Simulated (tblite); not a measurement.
# C$_{2}$H$_{9}$BSi: geometry relaxation

The run: geometry relaxation of C$_{2}$H$_{9}$BSi, SMILES BC[SiH2]C. Method and program: GFN2-xTB geometry optimisation, gas phase (tblite 0.8.0).

It belongs to a series of runs on one base structure; here: constitutional isomer.

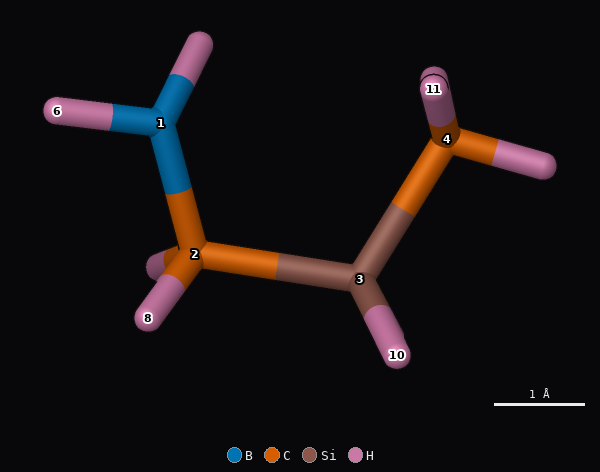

The input geometry (stick view, seen on its broad side; atoms are numbered from 1 in the order of the input). Bond lengths as drawn: B–C 1.59 Å, B–H 1.19 to 1.21 Å, C–H 1.09 to 1.12 Å, C–Si 1.86 to 1.87 Å and H–Si 1.47 to 1.48 Å.

**Key numbers**

```csv
quantity,value
outcome,converged
total energy,−321.3658 eV
hardware,"1 CPU thread, shared host"
wall time,0.53 s
peak memory,0.18 GiB
```

**The input**
```
{"job": {"kind": "relax", "xc": "GFN2-xTB", "basis": "xTB"}, "charge": 0, "multiplicity": 1}
B     -1.692900     0.616300     0.106700
C     -1.112700    -0.685500    -0.593900
Si     0.735800    -0.844100    -0.353300
C      1.541600     0.754700     0.139700
H     -1.272000     1.639300    -0.322600
H     -2.889200     0.613700     0.256600
H     -1.371700    -0.658700    -1.675200
H     -1.640300    -1.563400    -0.150400
H      1.289500    -1.205900    -1.672800
H      1.102400    -1.868400     0.630900
H      1.232900     1.105600     1.139400
H      2.637300     0.538200     0.208900
H      1.434900     1.558600    -0.592900
```

The first line tells a small driver script what to run in tblite; the rest is the geometry in Å.

Run as:
```bash
OMP_NUM_THREADS=1 python <driver script> task.json out
```

**The program's output**
```
step      E/eV     max force
  0    -320.69707    2.735
  1    -320.89027    2.101
  2    -321.06046    1.017
  3    -321.13283    0.624
  4    -321.16658    0.310
  5    -321.17253    0.227
  6    -321.17911    0.219
  7    -321.18442    0.244
  8    -321.19001    0.224
  9    -321.19455    0.212
 10    -321.19798    0.155
 11    -321.19994    0.147
 12    -321.20133    0.114
 13    -321.20284    0.135
 14    -321.20480    0.138
 15    -321.20757    0.214
 16    -321.21139    0.278
 17    -321.21618    0.271
 18    -321.22177    0.198
 19    -321.22798    0.215
 20    -321.23350    0.205
 21    -321.23855    0.193
 22    -321.24506    0.228
 23    -321.25222    0.279
 24    -321.25980    0.484
 25    -321.26963    0.441
 26    -321.28530    0.292
 27    -321.29566    0.291
 28    -321.30433    0.290
 29    -321.30946    0.162
 30    -321.31311    0.157
 31    -321.31654    0.193
 32    -321.32000    0.188
 33    -321.32307    0.112
 34    -321.32490    0.097
 35    -321.32626    0.101
 36    -321.32791    0.121
 37    -321.32956    0.086
 38    -321.33063    0.071
 39    -321.33126    0.061
 40    -321.33174    0.071
 41    -321.33223    0.052
 42    -321.33274    0.040
 43    -321.33307    0.046
 44    -321.33338    0.047
 45    -321.33370    0.049
 46    -321.33407    0.059
 47    -321.33445    0.051
 48    -321.33482    0.066
 49    -321.33516    0.074
 50    -321.33558    0.066
 51    -321.33612    0.070
 52    -321.33665    0.074
 53    -321.33706    0.060
 54    -321.33747    0.053
 55    -321.33794    0.047
 56    -321.33845    0.066
 57    -321.33896    0.094
 58    -321.33948    0.091
 59    -321.34001    0.057
 60    -321.34048    0.053
 61    -321.34082    0.051
 62    -321.34109    0.051
 63    -321.34144    0.059
 64    -321.34200    0.062
 65    -321.34269    0.055
 66    -321.34323    0.055
 67    -321.34359    0.053
 68    -321.34391    0.056
 69    -321.34434    0.062
 70    -321.34492    0.065
 71    -321.34550    0.051
 72    -321.34594    0.044
 73    -321.34630    0.047
 74    -321.34674    0.052
 75    -321.34735    0.054
 76    -321.34791    0.058
 77    -321.34841    0.079
 78    -321.34880    0.062
 79    -321.34933    0.042
 80    -321.34961    0.047
 81    -321.35044    0.059
 82    -321.35090    0.062
 83    -321.35147    0.073
 84    -321.35215    0.072
 85    -321.35318    0.081
 86    -321.35428    0.076
 87    -321.35511    0.053
 88    -321.35570    0.082
 89    -321.35582    0.086
 90    -321.35683    0.053
 91    -321.35738    0.046
 92    -321.35800    0.043
 93    -321.35856    0.042
 94    -321.36042    0.064
 95    -321.36162    0.082
 96    -321.36266    0.067
 97    -321.36375    0.042
 98    -321.36404    0.043
 99    -321.36428    0.032
100    -321.36449    0.039
101    -321.36464    0.037
102    -321.36479    0.034
103    -321.36510    0.026
104    -321.36534    0.027
105    -321.36548    0.024
106    -321.36560    0.024
107    -321.36568    0.012
108    -321.36571    0.012
109    -321.36573    0.012
110    -321.36574    0.011
111    -321.36576    0.009
```

**Trajectory as extended XYZ (Å, eV, eV/Å), 8 of the 112 frames kept, from step=0 to step=111**
```
13
Properties=species:S:1:pos:R:3:forces:R:3 step=0 energy=-320.69707
B    -1.6929    0.6163    0.1067   -1.3500   0.2180  -2.3690
C    -1.1127   -0.6855   -0.5939   -1.1230  -0.2700   0.8650
Si    0.7358   -0.8441   -0.3533    0.3370  -0.7780  -0.6700
C     1.5416    0.7547    0.1397    1.3800   0.5690   0.6230
H    -1.2720    1.6393   -0.3226    0.1710  -0.1270   0.7400
H    -2.8892    0.6137    0.2566    0.7530  -0.0070   0.7630
H    -1.3717   -0.6587   -1.6752    0.1790   0.0620   0.7920
H    -1.6403   -1.5634   -0.1504    0.3870   0.3460  -0.5980
H     1.2895   -1.2059   -1.6728    0.1060  -0.1120   0.0430
H     1.1024   -1.8684    0.6309   -0.0750  -0.0640   0.0730
H     1.2329    1.1056    1.1394    0.0830  -0.0250  -0.5820
H     2.6373    0.5382    0.2089   -0.7300   0.3700   0.0200
H     1.4349    1.5586   -0.5929   -0.1180  -0.1810   0.3000
13
Properties=species:S:1:pos:R:3:forces:R:3 step=16 energy=-321.21139
B    -1.8121    0.6368   -0.0875   -0.0330   0.1070   0.0430
C    -1.1295   -0.6719   -0.5913   -0.2700   0.0640   0.0040
Si    0.7606   -0.8525   -0.3772   -0.0190  -0.0710  -0.0940
C     1.6038    0.7584    0.1470    0.0620   0.0560   0.0430
H    -1.3323    1.6842   -0.3005    0.0230  -0.0170  -0.0870
H    -2.8423    0.6270    0.4775    0.0940  -0.1030   0.0360
H    -1.3061   -0.6979   -1.6693    0.0530   0.0700  -0.0400
H    -1.6313   -1.5592   -0.2052    0.0580  -0.0630   0.0080
H     1.3285   -1.3002   -1.6568    0.0610  -0.0030  -0.0650
H     1.0158   -1.9055    0.6081    0.0250  -0.0480   0.1420
H     1.2269    1.0936    1.1095   -0.0030   0.0490  -0.0150
H     2.6794    0.6352    0.2413   -0.0140  -0.0400   0.0030
H     1.4343    1.5525   -0.5745   -0.0390  -0.0010   0.0210
13
Properties=species:S:1:pos:R:3:forces:R:3 step=32 energy=-321.32000
B    -1.7645    0.6220   -0.0521   -0.0280   0.0560   0.0210
C    -1.1527   -0.6198   -0.7444   -0.0560  -0.0230  -0.0230
Si    0.7085   -0.8663   -0.3391    0.1620  -0.0580  -0.0460
C     1.5720    0.7488    0.1571    0.0180  -0.0160  -0.0040
H    -1.7153    1.6617   -0.6011   -0.0020  -0.0600   0.1250
H    -2.2889    0.5443    0.9982    0.0980   0.0090  -0.1000
H    -1.2097   -0.5333   -1.8259    0.0200  -0.0010  -0.1280
H    -1.6401   -1.5540   -0.4725   -0.0230  -0.0250   0.0380
H     1.3992   -1.4028   -1.5371   -0.1300   0.0230   0.1340
H     0.8399   -1.8369    0.7608   -0.0070   0.0200  -0.0240
H     1.1912    1.1102    1.1111    0.0450   0.0460  -0.1060
H     2.6474    0.6048    0.2575   -0.1200   0.0350   0.0050
H     1.4086    1.5217   -0.5915    0.0230  -0.0050   0.1090
13
Properties=species:S:1:pos:R:3:forces:R:3 step=48 energy=-321.33482
B    -1.7303    0.6077   -0.0537    0.0020   0.0160   0.0100
C    -1.1612   -0.6201   -0.8009    0.0050   0.0250   0.0010
Si    0.6904   -0.8620   -0.3292    0.0220  -0.0030   0.0130
C     1.5562    0.7562    0.1570    0.0000   0.0150  -0.0180
H    -1.7535    1.6669   -0.5598    0.0310  -0.0570   0.0140
H    -2.1204    0.4982    1.0450   -0.0170  -0.0010   0.0210
H    -1.2004   -0.5260   -1.8847   -0.0010   0.0050  -0.0150
H    -1.6512   -1.5553   -0.5329    0.0020   0.0130  -0.0160
H     1.3648   -1.4526   -1.4995   -0.0020   0.0080   0.0340
H     0.7932   -1.7958    0.8022   -0.0110  -0.0130   0.0030
H     1.1740    1.1443    1.0976   -0.0340  -0.0150  -0.0170
H     2.6270    0.6141    0.2750   -0.0080  -0.0160  -0.0140
H     1.4070    1.5248   -0.5953    0.0100   0.0230  -0.0160
13
Properties=species:S:1:pos:R:3:forces:R:3 step=63 energy=-321.34144
B    -1.6898    0.5807   -0.0092   -0.0590  -0.0030   0.0020
C    -1.1661   -0.6218   -0.8217    0.0390   0.0030  -0.0050
Si    0.6779   -0.8642   -0.3272    0.0310  -0.0200   0.0260
C     1.5294    0.7722    0.1199    0.0100  -0.0050   0.0030
H    -1.6247    1.6623   -0.4527   -0.0010   0.0310   0.0000
H    -2.1206    0.4344    1.0699   -0.0060  -0.0190   0.0090
H    -1.1877   -0.4727   -1.8991   -0.0070   0.0170  -0.0250
H    -1.6615   -1.5668   -0.6075   -0.0070   0.0070  -0.0010
H     1.3791   -1.5048   -1.4529   -0.0190   0.0100   0.0060
H     0.7440   -1.7541    0.8411    0.0120  -0.0190   0.0130
H     1.1070    1.1852    1.0321   -0.0070   0.0130  -0.0030
H     2.5929    0.6281    0.2858    0.0200   0.0060  -0.0010
H     1.4158    1.5219   -0.6575   -0.0050  -0.0210  -0.0250
13
Properties=species:S:1:pos:R:3:forces:R:3 step=79 energy=-321.34933
B    -1.7001    0.5598    0.0405   -0.0130  -0.0180  -0.0060
C    -1.1356   -0.5847   -0.8305   -0.0310   0.0010  -0.0250
Si    0.6833   -0.8892   -0.2874   -0.0120   0.0190   0.0020
C     1.5292    0.7696    0.0744   -0.0040   0.0180   0.0060
H    -1.6193    1.6744   -0.3142   -0.0090  -0.0190   0.0060
H    -2.1741    0.3269    1.0865   -0.0120   0.0040  -0.0040
H    -1.1009   -0.3582   -1.8958   -0.0350   0.0120   0.0170
H    -1.6579   -1.5329   -0.7090    0.0290   0.0150  -0.0130
H     1.3726   -1.5704   -1.3941    0.0140  -0.0310   0.0000
H     0.7149   -1.7491    0.9036    0.0160   0.0080   0.0130
H     1.0577    1.2593    0.9232    0.0360  -0.0030  -0.0030
H     2.5857    0.6522    0.2985   -0.0180   0.0010  -0.0080
H     1.4403    1.4428   -0.7746    0.0390  -0.0070   0.0130
13
Properties=species:S:1:pos:R:3:forces:R:3 step=95 energy=-321.36162
B    -1.7991    0.4790    0.1110    0.0150  -0.0030   0.0000
C    -1.1261   -0.5283   -0.8514   -0.0540   0.0590  -0.0170
Si    0.6696   -0.8584   -0.2477    0.0190  -0.0520  -0.0050
C     1.6067    0.7757   -0.0057   -0.0320   0.0050   0.0060
H    -1.7406    1.6314   -0.1075   -0.0070  -0.0550   0.0370
H    -2.3407    0.1060    1.0837    0.0260   0.0170  -0.0590
H    -1.0440   -0.1556   -1.8738    0.0090  -0.0380   0.0380
H    -1.6235   -1.4975   -0.8905    0.0610   0.0220   0.0180
H     1.3305   -1.6945   -1.2680   -0.0120   0.0520   0.0160
H     0.6746   -1.6084    1.0188   -0.0340   0.0260  -0.0170
H     1.1222    1.3757    0.7613    0.0260   0.0120  -0.0240
H     2.6331    0.6069    0.3080   -0.0130  -0.0120  -0.0220
H     1.6330    1.3685   -0.9171   -0.0030  -0.0320   0.0290
13
Properties=species:S:1:pos:R:3:forces:R:3 step=111 energy=-321.36576
B    -1.8340    0.4323    0.1458    0.0000  -0.0060  -0.0010
C    -1.1218   -0.4946   -0.8626   -0.0030   0.0030  -0.0060
Si    0.6557   -0.8393   -0.2185   -0.0020  -0.0060   0.0030
C     1.6367    0.7760   -0.0467    0.0000   0.0050   0.0040
H    -1.7668    1.5967    0.0338    0.0000   0.0060  -0.0010
H    -2.4155   -0.0190    1.0572    0.0000  -0.0030   0.0000
H    -1.0099   -0.0636   -1.8571    0.0000  -0.0010   0.0040
H    -1.5901   -1.4713   -0.9733   -0.0070   0.0050   0.0010
H     1.3097   -1.7176   -1.2032    0.0090  -0.0010   0.0020
H     0.6114   -1.5354    1.0754    0.0020   0.0030  -0.0020
H     1.1612    1.4487    0.6619    0.0030  -0.0010  -0.0020
H     2.6472    0.5873    0.3039    0.0000   0.0000  -0.0070
H     1.7117    1.3003   -0.9957   -0.0010  -0.0030   0.0060
```

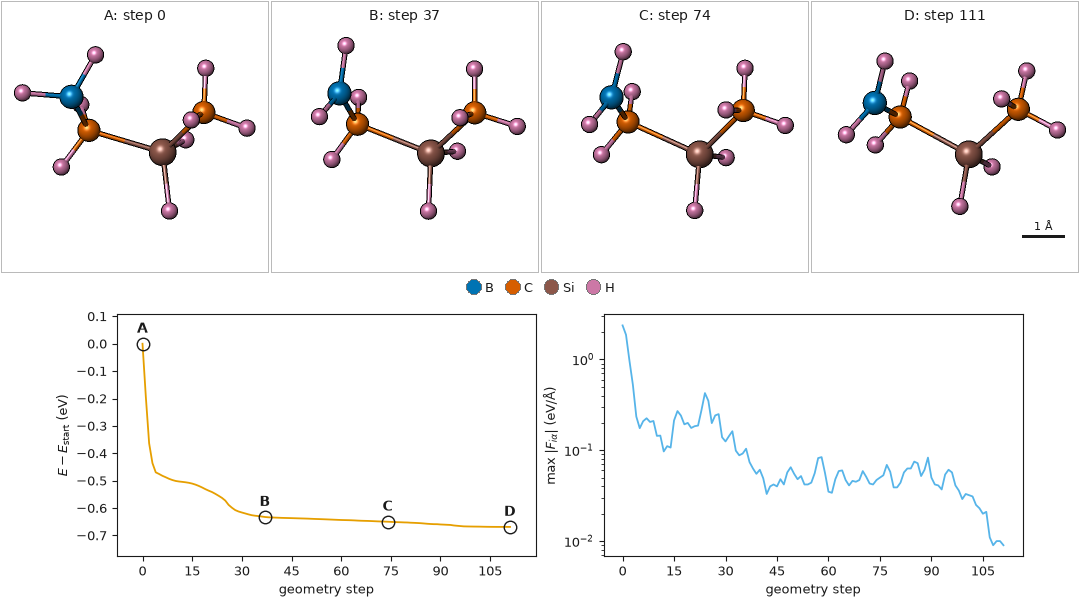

Frames of the relaxation (ball-and-stick view, seen at a tilt) above the curves, on which the letters mark them (steps are counted from 0).

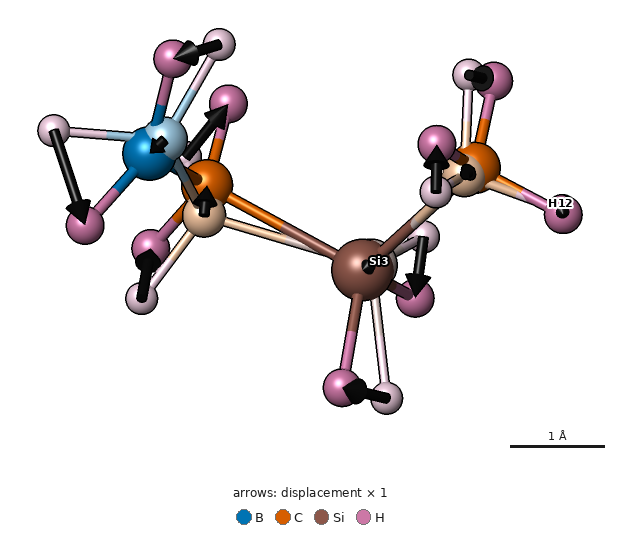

Start (faint) and end (solid) with the displacements as black arrows, at true length (ball-and-stick view, seen at a tilt). The two geometries are laid on each other by the best rigid fit. After 111 geometry steps the energy has fallen by 0.669 eV. Largest force component: 2.4 eV/Å at the start, 0.009 eV/Å at the end. The largest move after the best rigid fit is that of H6, 1.12 Å. By element the largest moves are H 1.12 Å, C 0.35 Å, B 0.23 Å, Si 0.15 Å. Distances before and after: C2–Si3 1.871 → 1.922 Å, B1–C2 1.588 → 1.544 Å, Si3–C4 1.857 → 1.898 Å, B1–H6 1.206 → 1.172 Å. Among the angles that change: B1–C2–H8 107.3° → 114.0°, C2–B1–H5 114.7° → 120.5°, C2–B1–H6 114.6° → 120.4°. (Atoms are counted from 1 in the order of the input.)
